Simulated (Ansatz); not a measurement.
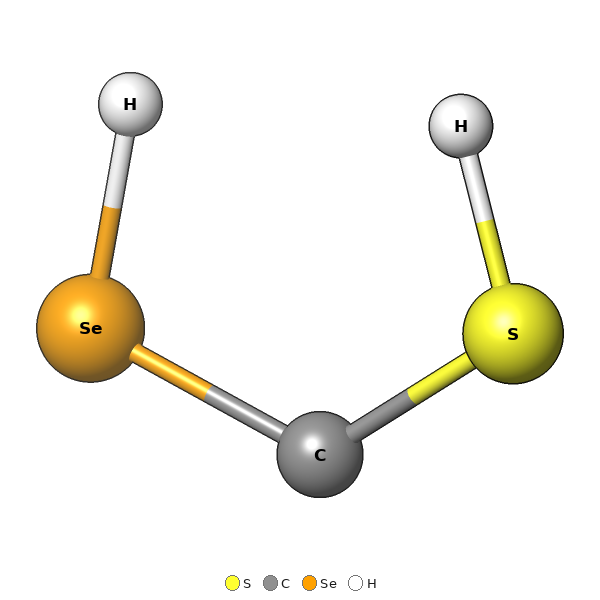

Every bond is drawn as one stick, whatever its order.

The computed structure is the end point of a PBE0-D4/def2-TZVP optimisation. No frequency run is at hand to confirm it as a minimum.

Question: Which formula does it have?

Answer: CH₂SSe, 5 atoms: 1 carbon, 2 hydrogen, 1 sulfur and 1 selenium.

Question: Give the symmetry (Schoenflies symbol).

Answer: Cs.

Question: How many sets of symmetry-equivalent atoms are there?

Answer: 5: 1 S, 1 C, 1 Se, 1 H, 1 H.

More results for the same structure follow; atom numbers are the same in all pictures, views and colours differ.

### Shape

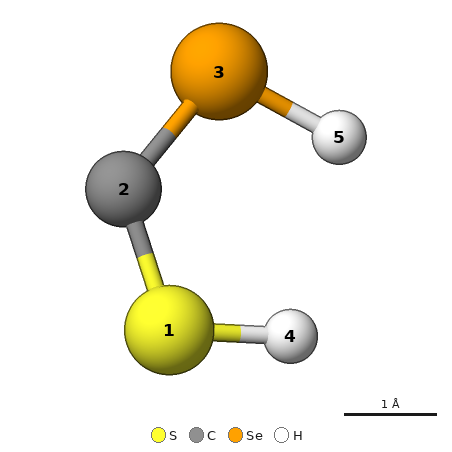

The atoms are numbered. No frequency run is at hand to confirm it as a minimum.

What are the angles C2–S1–H4, S1–C2–Se3, C2–Se3–H5?

| angle | degrees |
| --- | --- |
| C2–S1–H4 | 106.5 |
| S1–C2–Se3 | 124.1 |
| C2–Se3–H5 | 102.6 |

### Electronic properties

No frequency run is at hand to confirm it as a minimum. Method: RKS PBE0-D4/def2-TZVPP (Ansatz 0.2.0).

Question: What is the HOMO energy (Kohn–Sham orbital)?

Answer: −6.96 eV.

Question: What is the LUMO energy (Kohn–Sham orbital)?

Answer: −2.06 eV.

### Dipole moment

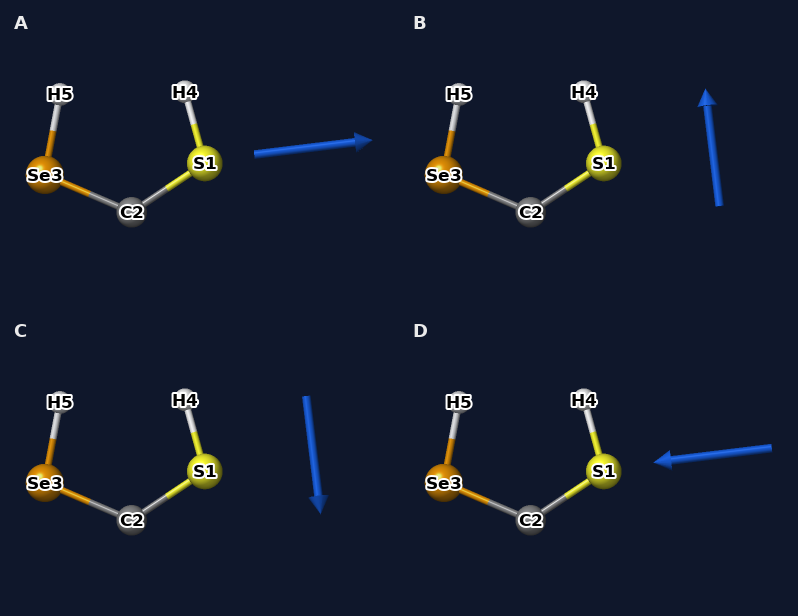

The same molecule four times, each with an arrow. No frequency run is at hand to confirm it as a minimum. Properties computed with RKS PBE0-D4/def2-TZVP (Ansatz 0.2.0).

Question: Which arrow points along the dipole moment, from the negative to the positive end?

Answer: B. The dipole moment is 2.59 D; it points from the side of C2 to the side of H5 (the outermost atoms at the two ends).

### Charges

The questions are on Mulliken charges. No frequency run is at hand to confirm it as a minimum. Method: RKS PBE0-D4/def2-TZVP (Ansatz 0.2.0).

List the Mulliken charges.

| atom | value (e) |
| --- | --- |
| S1 | −0.01 |
| C2 | −0.22 |
| Se3 | 0.06 |
| H4 | 0.10 |
| H5 | 0.07 |

Mulliken values depend strongly on the basis set and can even reverse the polarity of a bond.
